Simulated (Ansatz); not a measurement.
# AlH2+ (triplet): trial inputs and their diagnosis at scale of all distances = 1.511

3 inputs are run for AlH2+ (triplet) as typed; the log has to tell whether the result can be used and what must change.

Method: the settings change from run to run; program: Ansatz 0.2.0, Gaussian basis.

14 further runs of the same task are left out: 1 for a known fault of the program, 12 that didn't finish, 1 set aside as unsound or not needed.

## (1) The geometry

The geometry derives from a PBE0/def2-TZVP stationary point (not a proven minimum). All distances are scaled together.

3 atoms, charge 1, spin multiplicity 3.

Atoms are counted from 1 here; the program's logs count them from 0.

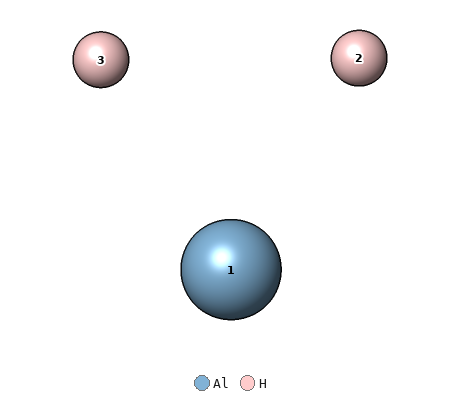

The structure; aluminium light blue, hydrogen pink; atoms are numbered from 1 in the order of the file.

## (2) Input 1

Input file in.yaml:

```yaml
crystal:
  periodic: [false, false, false]
  atoms:
    - {symbol: Al, position_ang: [0.000000, 0.000000, -0.154266]}
    - {symbol: H, position_ang: [0.000000, 1.359264, 2.064775]}
    - {symbol: H, position_ang: [0.000000, -1.359264, 2.064775]}
basis:
  gaussian: {orbitals: "6-31G*"}
total_charge: 1
magnetization: {spin_polarized: false, initial_magnetization: 2}
hamiltonian: {xc: r2scan}
correlation: {active_space: {window: {electrons: 4, orbitals: 4}}}
```

Run with:

```bash
$ ansatz run in.yaml --threads 1 --pin off --events-out ev --progress --plain --max-ram 2393MiB
```

What it wrote:

```text
Error: invalid value for `correlation.active_space`: it starts from restricted Hartree–Fock orbitals; set hamiltonian.xc: hf without magnetization.spin_polarized
```

Run time: 0.12 s. Hardware: 1 thread of Intel Xeon at 2.50GHz, shared host.

**Diagnosis.** The run was refused. An active space is asked on a functional's orbitals. To mend it, start from Hartree-Fock.

## (3) Input 2

Input file in.yaml:

```yaml
crystal:
  periodic: [false, false, false]
  atoms:
    - {symbol: Al, position_ang: [0.000000, 0.000000, -0.154266]}
    - {symbol: H, position_ang: [0.000000, 1.359264, 2.064775]}
    - {symbol: H, position_ang: [0.000000, -1.359264, 2.064775]}
basis:
  gaussian: {orbitals: "6-31++G**"}
total_charge: 1
magnetization: {spin_polarized: false, initial_magnetization: 2}
correlation: {active_space: {window: {electrons: 4, orbitals: 4}, places: [1, 2]}}
accuracy: high
```

Launched as before.

What it wrote:

```text
Error: invalid value for `correlation.active_space`: name one of window, places and ras
```

Wall time 0.1 s (1 thread of Intel Xeon at 2.50GHz, shared host).

What is wrong: The run was refused. The active space is defined twice. Cure: keep one definition.

## (4) Input 3

Input file in.yaml:

```yaml
crystal:
  periodic: [false, false, false]
  atoms:
    - {symbol: Al, position_ang: [0.000000, 0.000000, -0.154266]}
    - {symbol: H, position_ang: [0.000000, 1.359264, 2.064775]}
    - {symbol: H, position_ang: [0.000000, -1.359264, 2.064775]}
basis:
  gaussian: {orbitals: def2-mTZVP}
total_charge: 1
magnetization: {spin_polarized: false, initial_magnetization: 2}
correlation: {active_space: {window: {electrons: 4, orbitals: 4}, states: [{multiplicity: 3, weights: [0]}]}}
```

Launched as before.

What it wrote:

```text
Error: set 0 asks for 1 states and needs as many positive weights; it has [0.0]
```

It took 0.07 s on 1 thread of Intel Xeon at 2.50GHz, shared host.

Diagnosis: The run was refused. The list of states asked for (weights, spin or count) can't be met. To mend it, mend what the message names.

## (5) Summary

```csv
input,level,ended,cause,time
1,"CASSCF(4,4)/6-31G*",refused,an active space is asked on a functional's orbitals,0.12 s
2,"CASSCF(4,4)/6-31++G**",refused,the active space is defined twice,0.1 s
3,"CASSCF(4,4)/def2-mTZVP",refused,"the list of states asked for (weights, spin or count) can't be met",0.07 s
```

3 refused.
